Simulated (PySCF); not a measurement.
```yaml
atoms:
  - { symbol: Tl, position_ang: [0.0000, 0.0000, -1.0909] }
  - { symbol: I, position_ang: [0.0000, 0.0000, 1.7621] }
```

Core potentials replace the inner electrons of Tl and I.

Theory: PySCF 2.14.0, PBE0/cc-pVTZ(-PP), non-relativistic Hamiltonian with scalar-relativistic core potentials where named, at a bond length of 2.853 Å.

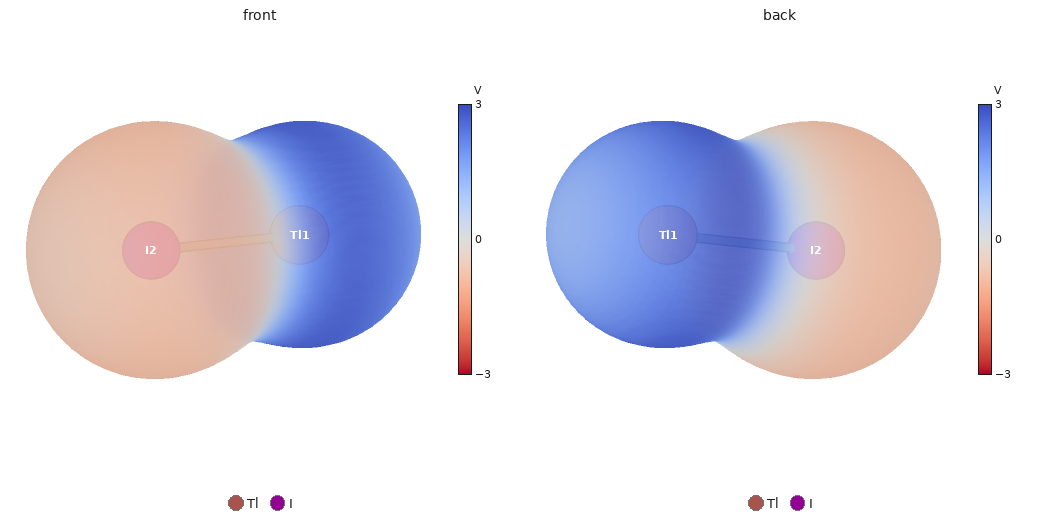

TlI. The electrostatic potential painted on the density surface at 0.004 e/bohr³, seen from the front and from behind; red is negative and blue positive.

Q: Which sites attract a positive test charge, and which a negative one?

A: A positive charge is drawn to the negative regions and a negative charge to the positive ones. The most negative region (about −0.8 V, or −18 kcal/mol for a unit charge) lies over I2, the most positive (about +2.7 V, or +62 kcal/mol for a unit charge) over Tl1.
